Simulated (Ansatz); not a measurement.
The cell below is Ni (Fm-3m, No. 225). Source of the atomic positions: the input geometry of an electronic-structure calculation (not necessarily at equilibrium).

```
Ni
1.0
     3.57100    0.00000    0.00000
     0.00000    3.57100    0.00000
     0.00000    0.00000    3.57100
Ni
4
Cartesian
  0.0000 0.0000 0.0000
  0.0000 1.7855 1.7855
  1.7855 0.0000 1.7855
  1.7855 1.7855 0.0000
```

Atoms are hard spheres with touching radii (half the shortest distance): Ni 1.26 Å.

### Find the largest hole by geometry, and further ones that a grid search gives (radius above 0.15 Å; smaller ones may be missed, and maxima closer than 0.25 Å are merged).

| hole | site | x, y, z | radius (Å) | nearest atoms | shape |
| --- | --- | --- | --- | --- | --- |
| V1 | 4b | 0.000, 0.000, 0.500 | 0.52 | 6 Ni | octahedral |
| V2 | 8c | 0.250, 0.250, 0.750 | 0.28 | 4 Ni | tetrahedral |

Nearest atoms are those whose sphere lies within 0.15 Å of the hole's sphere; in brackets, those within 0.5 Å. The largest sphere that fits anywhere has a diameter of 1.04 Å; the largest that can travel through the crystal, about 0.4 Å.

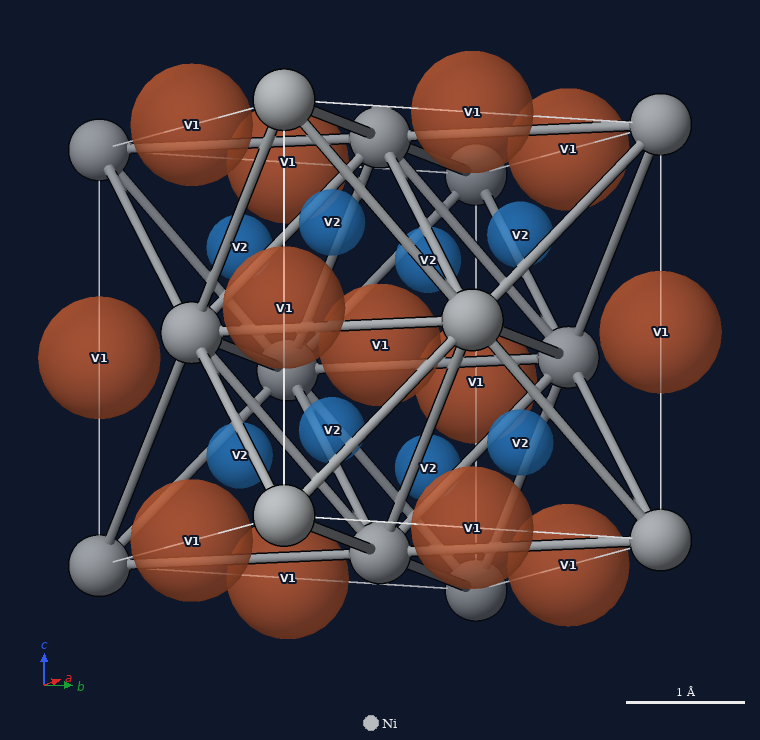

Translucent spheres (V1, V2) fill the 2 holes listed first by a grid search for holes with a radius above 0.15 Å (the largest is sure; smaller ones may be missed, and maxima closer than 0.25 Å are merged) at their true size; atoms are drawn smaller than their model radii. View from a free direction.
